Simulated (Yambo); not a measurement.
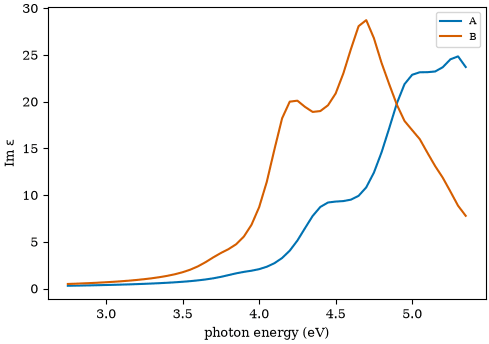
Fig. 1. Two computed absorption spectra of AlP (zinc blende, space group F-43m, No. 216) under isotropic strain of +1 % on all lattice vectors (Yambo, PBEsol bands with the same scissor, field along x)

### Question
Which curve includes the electron-hole attraction (BSE)?

### Answer
Curve B: the attraction moves weight to lower energy (centre of the plotted range 4.6 eV against 4.8 eV). Settings: 10×10×10 mesh, 3 valence and 1 conduction bands, static screening with 18 bands and a 4 Ry block, scissor 0.99 eV, Tamm-Dancoff. The scissor comes from a G0W0 run whose convergence isn't established. Broadening 0.15 eV. The band window holds all transitions up to 5.3 eV. On this mesh the peak heights and the fine structure are mesh artefacts; only the shift of weight is robust.

Geometry strained from the cell relaxed with PBEsol, atoms relaxed again; primitive cell a = 3.906 Å, b = 3.906 Å, c = 3.906 Å, α = 60.00°, β = 60.00°, γ = 60.00°.
